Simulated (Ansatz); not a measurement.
```yaml
atoms:
  - { symbol: Al, position_ang: [0.0334, 0.7268, -0.5503] }
  - { symbol: H, position_ang: [-0.0437, 0.0053, 2.1137] }
  - { symbol: N, position_ang: [1.5983, -0.0288, -0.9010] }
  - { symbol: H, position_ang: [1.7455, -0.8712, -1.4599] }
  - { symbol: H, position_ang: [2.4948, 0.3797, -0.6288] }
  - { symbol: N, position_ang: [-1.5528, 0.0335, -0.9317] }
  - { symbol: H, position_ang: [-1.7391, -0.9133, -1.2663] }
  - { symbol: H, position_ang: [-2.4244, 0.5590, -0.8416] }
  - { symbol: Br, position_ang: [0.0649, 2.9162, 0.3742] }
  - { symbol: H, position_ang: [-0.0098, 0.7237, 2.0363] }
```

Not at a stationary point (largest force 1.9 eV/Å).

These are results of Ansatz, RKS PBE-D4/def2-SVP, not measurements.

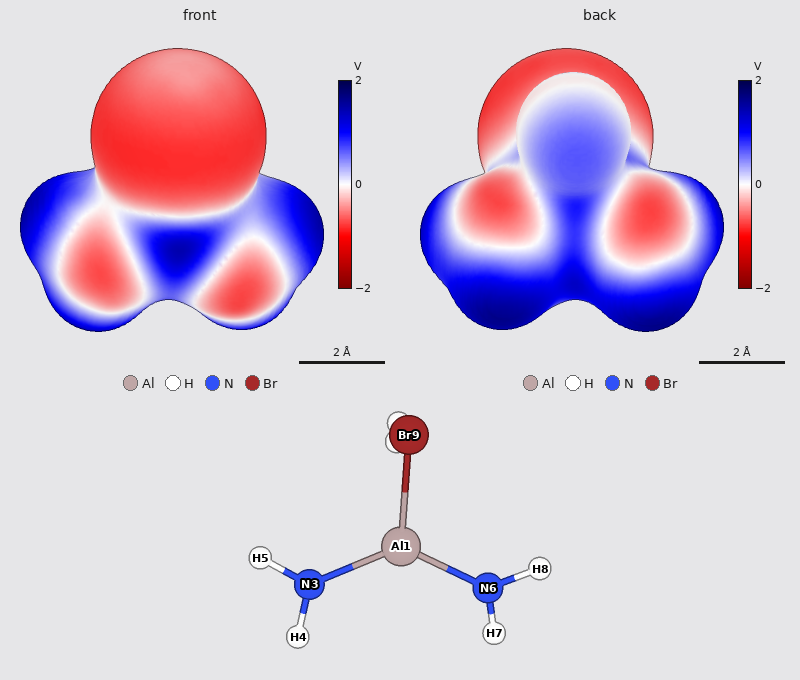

AlBrH4N2···H2. The electrostatic potential painted on the density surface at 0.002 e/bohr³, seen from the front and from behind; red is negative and blue positive. The bare structure is drawn below in the same view.

**Which sites attract a positive test charge, and which a negative one?**

A positive charge is drawn to the negative regions and a negative charge to the positive ones. The most negative region (about −0.8 V) lies over Br9, the most positive (about +1.6 V) over H4 and H7.
